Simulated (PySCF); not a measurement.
**CH3F, SMILES `CF`: what the electrons do**

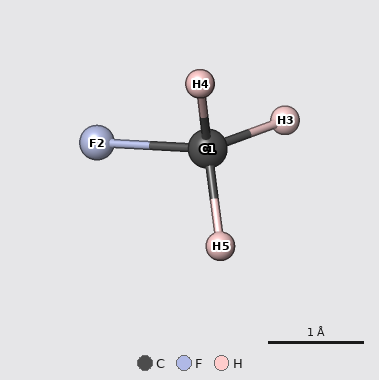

The molecule, with its atoms numbered as below. No frequency check shows the geometry to be a minimum.

Geometry (Å), atoms numbered from 1:

```
C1      -0.6257    0.0000    0.0000
F2       0.7385    0.0000    0.0000
H3      -0.9640   -0.8342   -0.6158
H4      -0.9640   -0.1161    1.0303
H5      -0.9640    0.9504   -0.4146
```

Part 1: Bonding charge

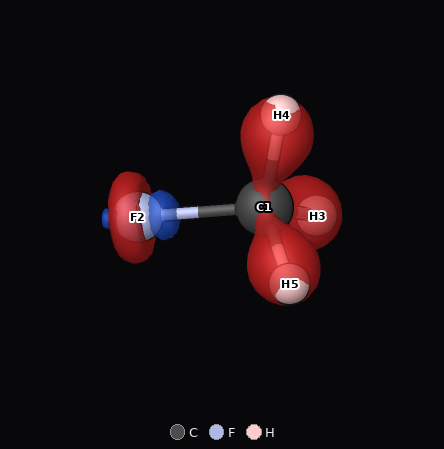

Deformation density (molecule less spherical, spin-averaged free atoms at the same positions), surfaces at ±0.3 e/Å³; red: gain, blue: loss.

Level of theory: PBE0/aug-cc-pVDZ (PySCF), at a geometry from GFN2-xTB.

Q: How much density has each bond gained at its critical point, relative to the free atoms?

A: C1–H3, C1–H4 and C1–H5: +0.76 e/Å³ at the bond critical point (bond length 1.09 Å). C1–F2: −0.12 e/Å³ at the bond critical point (bond length 1.36 Å); up to 0.6 Å beside the axis the gain reaches +0.18 e/Å³. In all, 1.1 electrons gather in the regions of gain relative to the promolecule. A small or negative value marks a very polar bond, one between electron-rich atoms, whose free-atom densities already overlap strongly, a long bond to a heavier atom, or a closed-shell contact such as a hydrogen bond.

Q: Where do the Hirshfeld charges lie?

A: The highest Hirshfeld charge is on H3, H4 and H5 (+0.05 e), the lowest on F2 (−0.13 e).

Part 2: Bond critical points

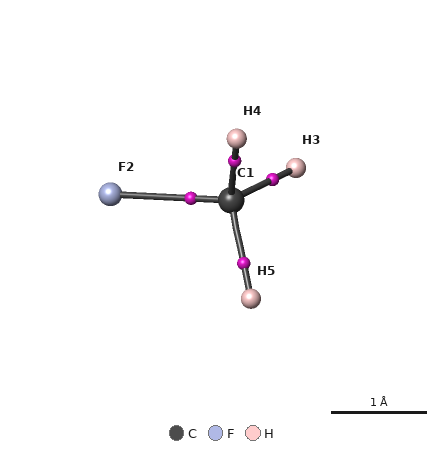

Molecular graph of the electron density (QTAIM): bond paths, bond critical points (magenta), ring points (cyan, if any); weak paths are dashed.

Q: How many critical points of each kind are there, and does the count close?

A: 5 nuclei, 4 bond, 0 ring and 0 cage critical points: 5 − 4 + 0 − 0 = 1, as the Poincaré–Hopf relation requires.

Q: What does the calculation give at each kind of bond critical point?

A:
| bond | length (Å) | ρ (a.u.) | ∇²ρ (a.u.) | ε | H (a.u.) |
| --- | --- | --- | --- | --- | --- |
| C1–H3 (3 alike) | 1.091 | 0.284 | −1.08 | 0.06 | −0.307 |
| C1–F2 | 1.364 | 0.238 | +0.11 | 0.00 | −0.327 |

Q: What kind of interaction is C1–H3?

A: Shared-shell (covalent): ρ = 0.284, ∇²ρ = −1.08, H = −0.307 a.u.

Part 3: Local ionisation energy

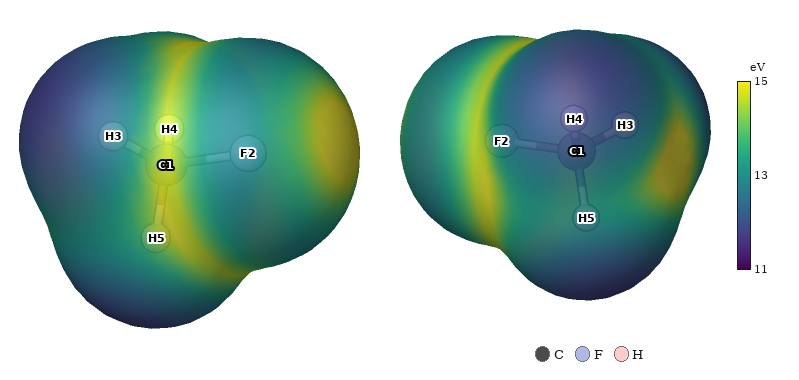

Average local ionisation energy on the surface of electron density 0.001 a.u. (back view left, front view right).

Q: Where are the most loosely bound electrons on this surface?

A: The lowest value is 11.7 eV, 1.3 Å from H5, and at like points elsewhere. Further minima include 12.7 eV, 1.7 Å from F2, and at like points elsewhere. For comparison, the highest occupied orbital lies at −9.8 eV.

Part 4: Localised orbitals

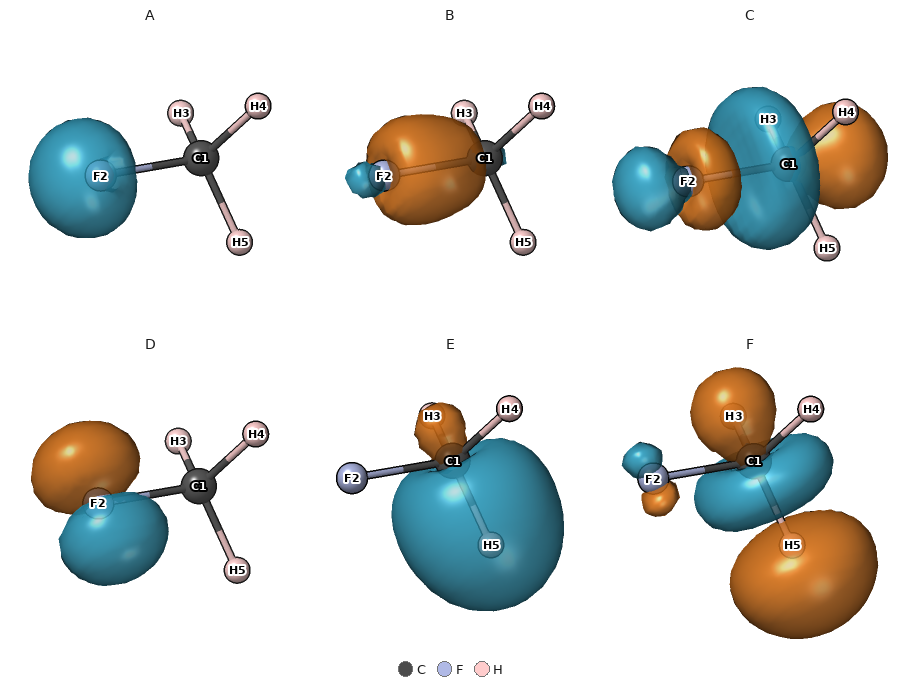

Intrinsic bond orbitals (IBO), occupied and valence-virtual; each surface holds about 80 % of the orbital's density. Energies are diagonal elements of the Fock matrix.

Level of theory: PBE/6-311G** (PySCF), at a geometry from GFN2-xTB.

Q: What does each orbital represent in a Lewis picture?

A: By panel:
- A: lone pair on F2 (sp0.4-type) (F2 100 %; −21.0 eV)
- B: σ bond F2–C1 (F2 69 %, C1 31 %; −20.8 eV)
- C: σ* orbital C1–F2, mostly on C1 (C1 69 %, F2 31 %; 4.4 eV)
- D: lone pair on F2 (p-type) (F2 98 %; −8.8 eV)
- E: σ bond C1–H5 (C1 58 %, H5 42 %; −12.4 eV)
- F: σ* orbital H5–C1 (H5 57 %, C1 42 %; 7.5 eV)

Part 5: Stretching a bond

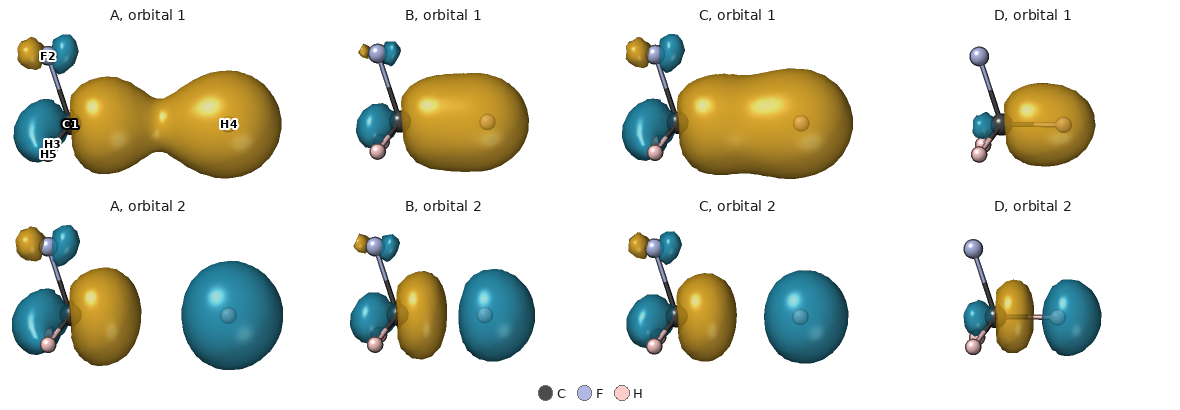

Rigid stretch of the C1–H4 bond. The two CASSCF(2,2) natural orbitals nearest half filling (orbital 1 the more occupied).

Method: def2-SVPD basis; geometry: GFN2-xTB; program: PySCF.

Q: The columns are at 1.18, 1.66, 2.35 and 3.00 Å, in some order. Assign them, and give the occupations.

A: A: 3.00 Å, occupations 1.28 and 0.72. B: 1.66 Å, occupations 1.90 and 0.10. C: 2.35 Å, occupations 1.61 and 0.39. D: 1.18 Å, occupations 1.98 and 0.02.

Q: Where does the UHF solution part from RHF?

A: Between 1.44 Å (⟨S²⟩ = 0, the two coincide) and 1.66 Å (⟨S²⟩ = 0.05); at 3.00 Å ⟨S²⟩ is 0.99 and UHF lies 3.5 eV below RHF.

Q: How much energy does the stretch cost?

A: By CASSCF, 4.3 eV from the lowest point of the scan (1.07 Å) to 3.00 Å; RHF gives 7.4 eV from its own lowest point. The fragments aren't relaxed and dynamic correlation is missing, so this isn't a bond dissociation energy.
